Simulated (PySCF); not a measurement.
## A study: C$_{4}$H$_{4}$N$_{2}$, SMILES `c1ccnnc1`

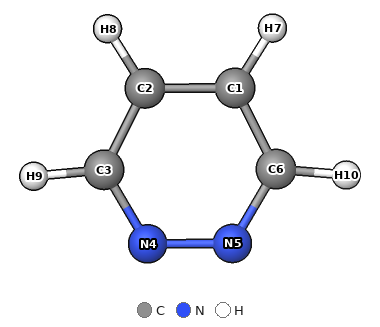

The molecule, with its atoms numbered as below. No frequency check shows the geometry to be a minimum.

Geometry (Å), atoms numbered from 1:

```
C1       0.6903    1.1702    0.0000
C2      -0.6903    1.1702    0.0000
C3      -1.3174   -0.0753    0.0000
N4      -0.6493   -1.2121    0.0000
N5       0.6493   -1.2121    0.0000
C6       1.3174   -0.0753    0.0000
H7       1.2633    2.0853    0.0000
H8      -1.2633    2.0853    0.0000
H9      -2.3942   -0.1699    0.0000
H10      2.3942   -0.1699    0.0000
```

## 1. In an electric field

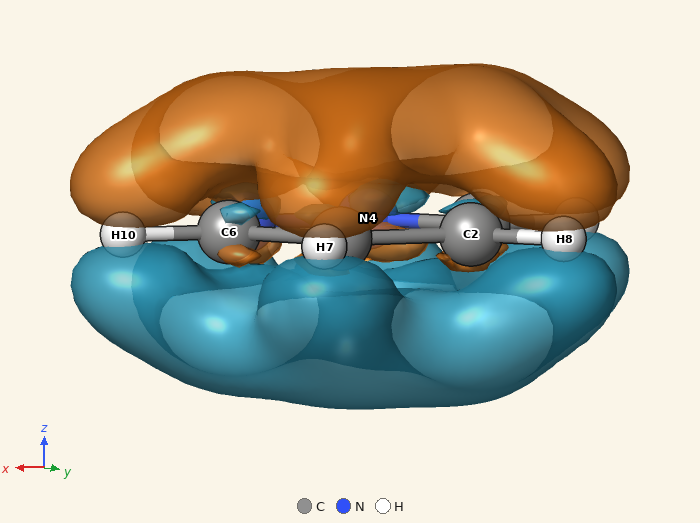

Change of the electron density in a uniform field of 0.26 V/Å, surfaces at ±0.001 e/Å³ (light blue: gain, orange: loss).

Computed with PySCF, M06-2X/aug-cc-pVDZ, geometry: GFN2-xTB.

The field was applied in both directions; the picture shows the one opposite to the script's first.

Q: Along which Cartesian direction does the field point?

A: Along +z: electrons gather on the −z side, against the field.

Q: How large is the response?

A: The induced dipole is 0.46 D (along the field); α along this axis, from the fields in both directions, is 36 bohr³ (5.4 Å³).

## 2. Magnetic shielding

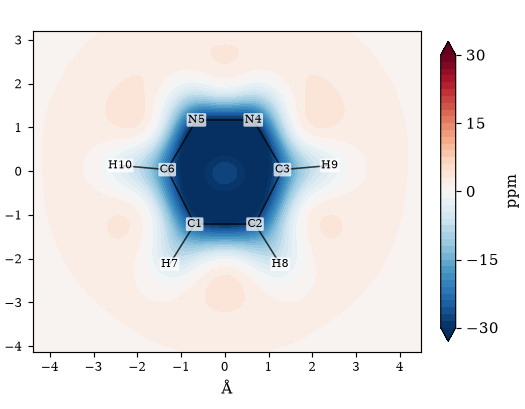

NICSzz (the component normal to the ring) 1.0 Å above the plane of the 6-membered ring C1/C2/C3/N4/N5/C6; GIAO shieldings; atoms are projected onto the map; negative values mean shielding.

PySCF calculation, PBE/cc-pVDZ, gas phase; geometry: GFN2-xTB.

Q: What does the map say about the ring?

A: It is strongly diatropic (aromatic): NICS(0) = −4.4, NICS(1) = −10.6, NICS(1)zz = −27.5 ppm.

Q: What absolute proton shieldings does the same calculation give?

A: From 22.2 ppm (H9 and H10) to 24.6 ppm (H7 and H8).

## 3. Stretching a bond

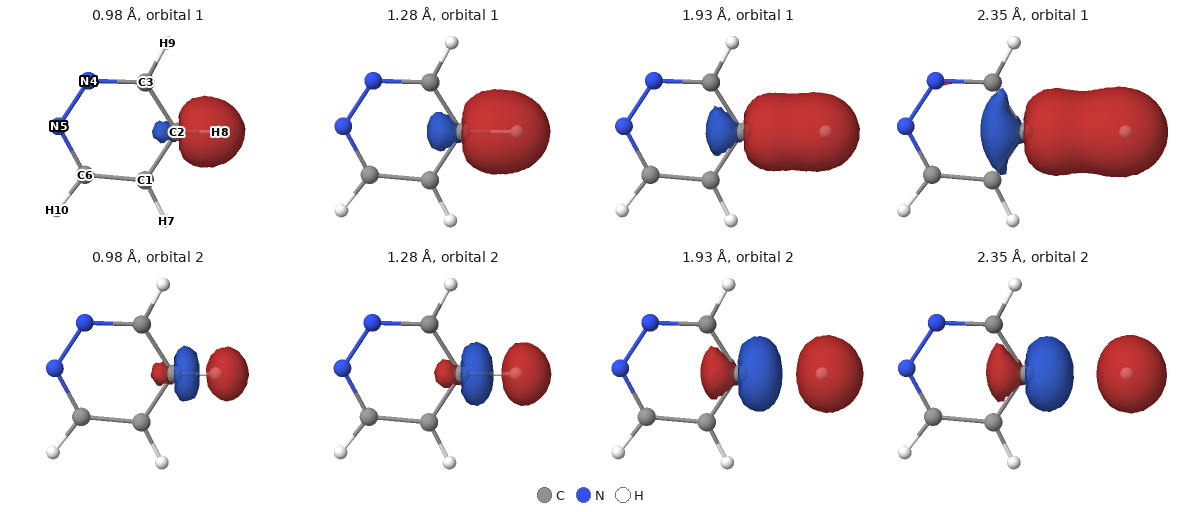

Rigid stretch of the C2–H8 bond. The two CASSCF(2,2) natural orbitals nearest half filling (orbital 1 the more occupied).

Method: def2-SVP basis; geometry: GFN2-xTB; program: PySCF.

Q: How do the occupations change along the stretch?

A: 0.98 Å: 1.99 and 0.01; 1.28 Å: 1.97 and 0.03; 1.93 Å: 1.82 and 0.18; 2.35 Å: 1.61 and 0.39. At the longest distance computed (3.00 Å) they are 1.28 and 0.72, and the effective number of unpaired electrons is 1.7.

UHF's ⟨S²⟩ passes 1 along the scan (up to 1.68), so it also polarises electrons outside the stretched bond; its energy lowering isn't due to that bond alone.

UHF already breaks spin symmetry near equilibrium here (⟨S²⟩ = 0.52 at 1.07 Å), for reasons apart from this bond.

Q: How much energy does the stretch cost?

A: By CASSCF, 4.7 eV from the lowest point of the scan (1.07 Å) to 3.00 Å; RHF gives 7.9 eV from its own lowest point. The fragments aren't relaxed and dynamic correlation is missing, so this isn't a bond dissociation energy.
